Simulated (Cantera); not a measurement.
Input: 1 mol Fe₂O₃, 0.99 mol C, 0.93 mol H₂, at 13000 Pa.

These are equilibrium values from Cantera (NASA tables, ideal gas, pure condensed phases), not measurements of a reactor. Candidate condensed phases: C, C₆H₆, C₇H₈, C₈H₁₈, Fe, Fe(CO)₅, FeO, Fe(OH)₂, Fe(OH)₃, Fe₂O₃, Fe₃O₄, H₂O; 114 gas species. Each liquid is taken as pure. Mutual solubility and eutectic melting of coexisting phases are not modelled. The tables' stoichiometric FeO is somewhat more stable than real wüstite, so its field is too wide. FeO: taken at fixed stoichiometry. Kinetics and transport are ignored.

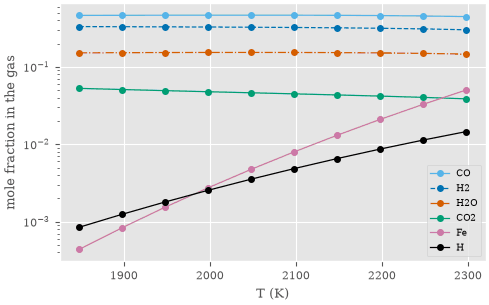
Equilibrium gas composition (values under 1e-9 drawn at 1e-9)

Q: Read off the mole fractions at 2298 K.

A: CO about 0.45, H₂ about 0.30, H₂O about 0.15, Fe about 0.050, CO₂ about 0.039, H about 0.015.
